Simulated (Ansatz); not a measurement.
Base system: SiC (space group P6_3mc, No. 186; a = 3.0781 Å, c = 10.0760 Å). Axes: x lies along a and z along c of the hexagonal cell.

Now apply this change: uniaxial strain ε_zz = −0.75 %, all other strain components held at zero; the atoms relax in the strained cell.

The values are results of PBEsol (Ansatz, a first-principles code, PAW, no spin-orbit coupling), not measurements.

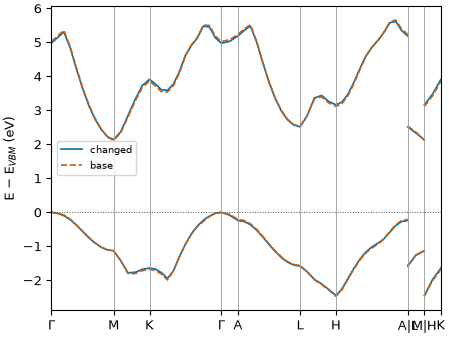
Figure. Highest valence and lowest conduction band along the path, each from its own valence-band maximum

Question: From the figure, how large is the changed gap, and is it direct?

Answer: About 2.1 eV, indirect, Γ → M.

No phonon test of stability was made.
